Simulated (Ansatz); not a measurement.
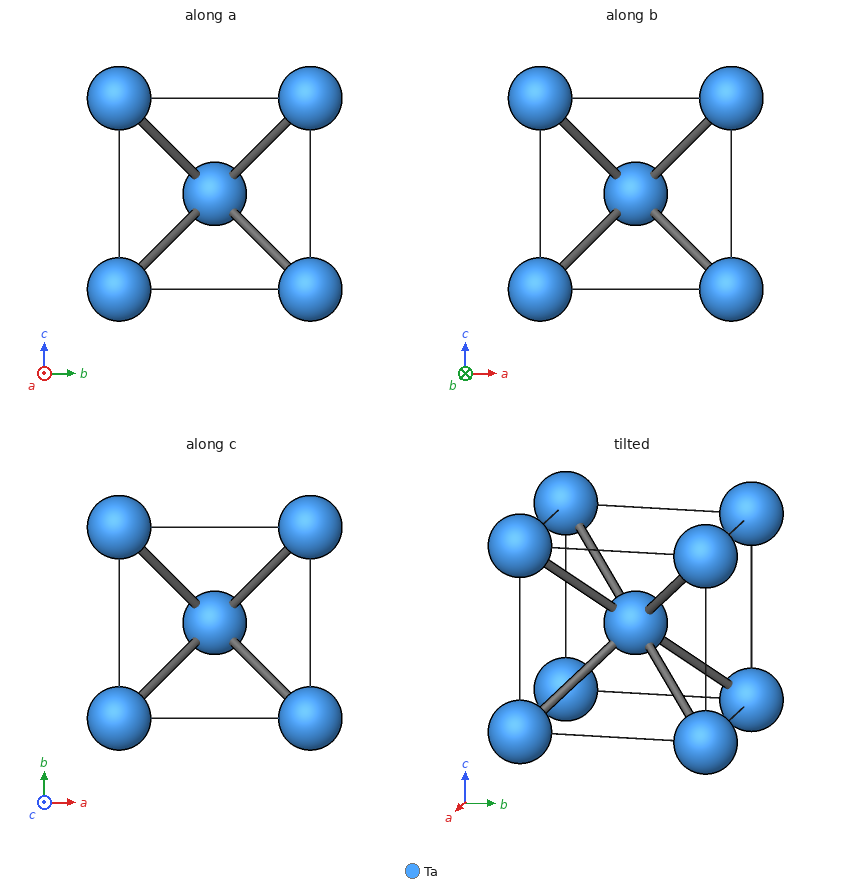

Figure: ball-and-stick view along the a axis, along the b axis, along the c axis and slightly off an axis. Thin lines show the conventional unit cell, with boundary atoms drawn in all their periodic places.

Lattice parameters: a = 3.319 Å, b = 3.319 Å, c = 3.319 Å, α = 90.00°, β = 90.00°, γ = 90.00°.

### Transcribe the picture into a table of Wyckoff sites.

Space group Im-3m (No. 229).
```json
{"atom": "Ta", "site": "2a", "x": "0.0000", "y": "0.0000", "z": "0.0000"}
```

The cell started as the standard structure of this element. Earlier steps of the study may have refined or changed the cell and positions. It went into a calculation with Ansatz.
